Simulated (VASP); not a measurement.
Band structure of SnS (space group F-43m). Computed with PBEsol GGA, VASP's PBE PAW potentials (set 64) (plane waves; VASP).

Unless said otherwise, spin-orbit coupling is left out, though it shifts the bands of the heavy elements here.

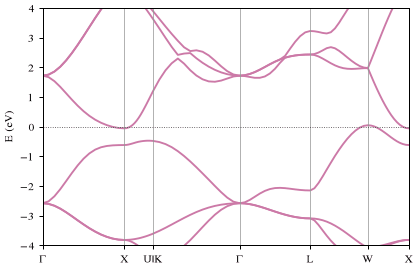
Figure: Bands along high-symmetry lines, zero at the valence-band maximum or, without a gap, the Fermi level

### Question
Read the plot: is there a gap, and where are the band edges?

### Answer
It has no gap at this level: it comes out as a metal or semimetal. (Edges off the drawn lines would not show.)

The structure comes from a computed database's SnS entry (F-43m); how it stands against other phases isn't given here. It was relaxed first, which changed the volume by -5 %.
